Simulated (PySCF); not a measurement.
Consider C4H6NO3S (SMILES CC[C](C#N)S(=O)(=O)O) (doublet).

```tsv
atom	x (Å)	y (Å)	z (Å)
C	1.3310	1.2277	-0.0541
C	1.1046	-0.1098	-0.7808
C	0.0145	-0.8517	-0.1374
C	0.0952	-1.9849	0.6023
N	0.1480	-2.9409	1.2582
S	-1.5940	-0.0943	-0.2183
O	-2.6170	-1.0888	-0.1964
O	-1.5795	0.8879	-1.2483
O	-1.6368	0.6646	1.2056
H	2.1041	1.7906	-0.5704
H	1.6442	1.0527	0.9722
H	0.4108	1.8047	-0.0519
H	0.7908	0.1272	-1.8022
H	2.0241	-0.6985	-0.8012
H	-2.2444	0.2215	1.8008
```

Geometry: GFN2-xTB.

All numbers below come from PySCF 2.14.0, density-fitted response routines, UKS B3LYP, pcH-1 on C H N O S, non-relativistic, mean-field spin-orbit, GIAO.

> What will maps of the electron density, electron localisation function and spin density show?

C–N (1.16 Å): ρ at the midpoint is about 3.5 e/Å³; the ELF peaks at about 0.85 between the atoms (a short, multiple covalent bond).
C–C (1.36 Å): ρ at the midpoint is about 2.2 e/Å³; the ELF peaks at about 0.95 between the atoms: localised, covalent bonding.
S–O (1.42 Å): ρ at the midpoint is about 2.4 e/Å³; the ELF peaks at about 0.80 between the atoms: a polar covalent bond.
C–S (1.78 Å): the density is about 1.4 e/Å³ at the midpoint; the ELF peaks at about 0.95 between the atoms; a shared electron pair.
The unpaired spin (1 electron) lies mostly on C3 (about 0.5) and N5 (about 0.3), in electrons by Hirshfeld's partition.

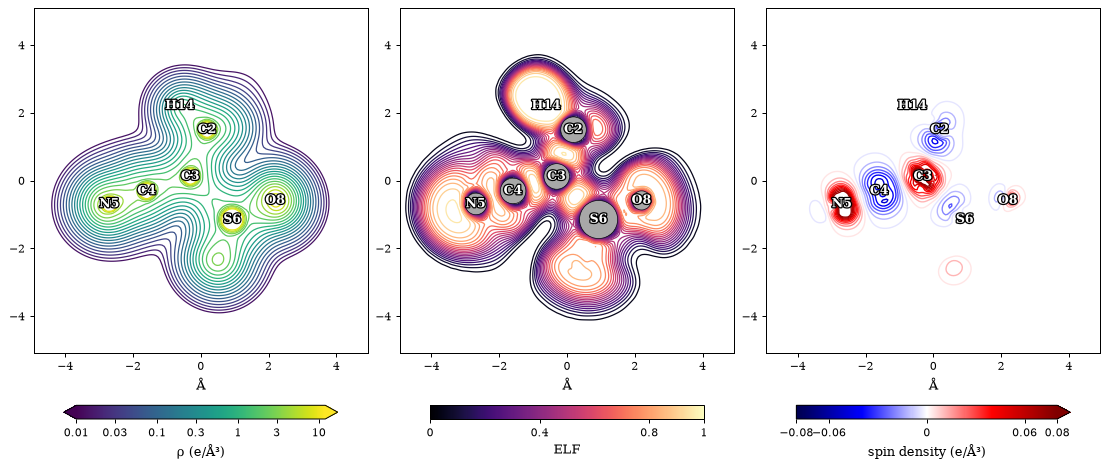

Computed electron density, electron localisation function and spin density on the plane of atoms C2, C3 and C4, in this order. Grey discs cover the atomic cores in the ELF map. 
